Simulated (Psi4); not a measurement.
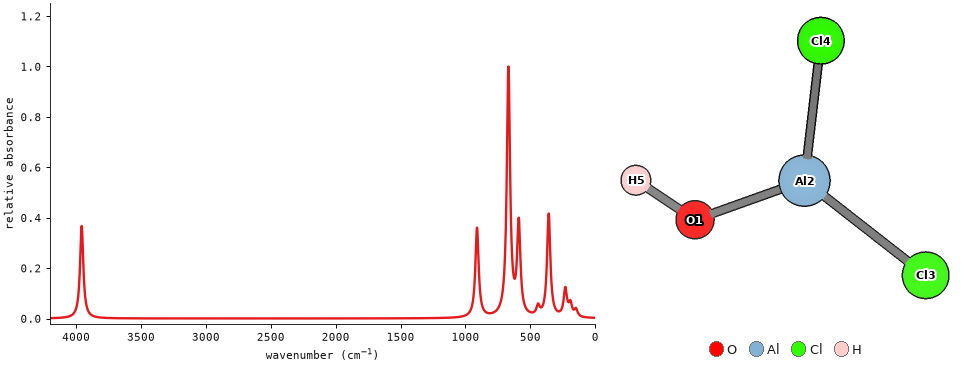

Infrared spectrum of AlHOCl₂, SMILES [OH][Al]([Cl])[Cl], singlet. Unscaled harmonic wavenumbers and double-harmonic intensities, PBE0/def2-TZVP (dispersion D4), Psi4 1.11, at a geometry relaxed at this level, isolated molecule. Lorentzian lines of 30 cm⁻¹ full width. Close modes add up in the curve.

Q: Which lines are the most intense?

A: 669.0 cm⁻¹ (294.9 km/mol), 358.8 cm⁻¹ (122.4 km/mol) and 3957.4 cm⁻¹ (109.8 km/mol).

Q: List the modes.

A:
```
  cm⁻¹  km/mol
 148.9     8.8
 191.9    15.1
 230.6    33.0
 358.8   122.4
 440.4    11.1
 589.5   108.7
 669.0   294.9
 911.2   106.3
3957.4   109.8
```
